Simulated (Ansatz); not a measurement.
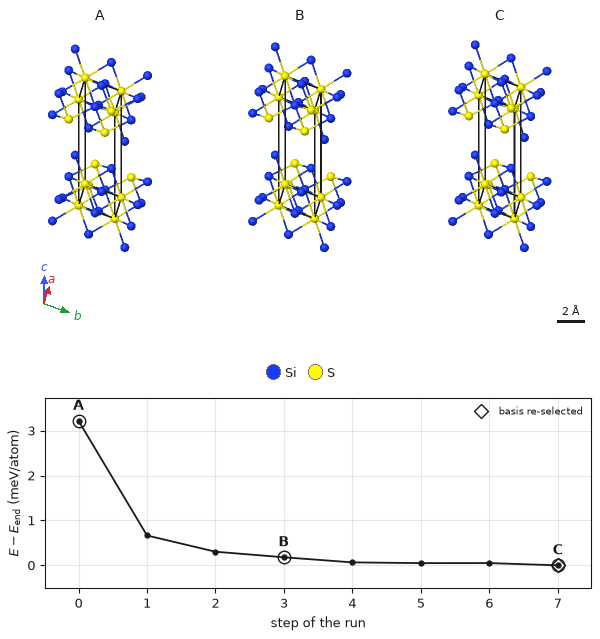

Frames of a relaxation of crystalline Si2S3 (built on the A-type sesquioxide_164 type), marked on the history of the run. The picture is a ball-and-stick view of the cell of the calculation, seen from a free direction.

Case: A-type sesquioxide type (P-3m1, No. 164).

The calculation used DFT PBE, scalar-relativistic, plane waves, PAW (Ansatz 0.2.0). (plane-wave cutoff 420 eV; k-point mesh 12 × 12 × 4; occupations gaussian; smearing width 0.1 eV; no spin polarisation; cell and atoms relaxed; force threshold 0.01 eV/Å; at most 80 steps)

Q: What happens along the run?

A: The largest moves relative to the cell, 0.038 Å, are those of S atoms. By element the largest moves are S 0.038 Å, Si 0.017 Å. The volume changes by +1.9 %, with a = b 3.466 → 3.435 Å (−0.9 %), c 9.066 → 9.411 Å (+3.8 %). Among the contacts that change: S–Si 2.487 → 2.496 Å. The space group stays P-3m1 (No. 164). Over 6 accepted moves (7 points after the start) the energy falls by 3.2 meV per atom. The largest force component goes from 0.091 to 0.00057 eV/Å. Pressure: 0.07 GPa at the start and 0.01 GPa at the end. At 1 point the geometry stayed and the basis and grid were re-selected for the new cell (energy shift of 0.1 meV per atom at most each time). From step 0 to 3: volume +0.2 %, energy −3.0 meV per atom. From step 3 to 7: S atoms move most (0.05 Å), volume +1.7 %, energy −0.2 meV per atom.

```tsv
step	E − E(0), meV/atom	largest force component, eV/Å	pressure, GPa	volume, Å³/atom	note
0	0.00	0.0915	0.07	18.868	
1	-2.55	0.0864	0.09	18.576	
2	-2.92	0.0134	0.06	18.778	
3	-3.04	0.0373	-0.10	18.914	
4	-3.15	0.0117	-0.04	19.083	
5	-3.17	0.0004	0.01	19.199	
6	-3.17	0.0006	0.00	19.233	
7	-3.22	0.0006	0.01	19.233	same geometry, new basis
```

Limits of the set-up: layers or molecules are held without a dispersion correction, so their spacing is unreliable.
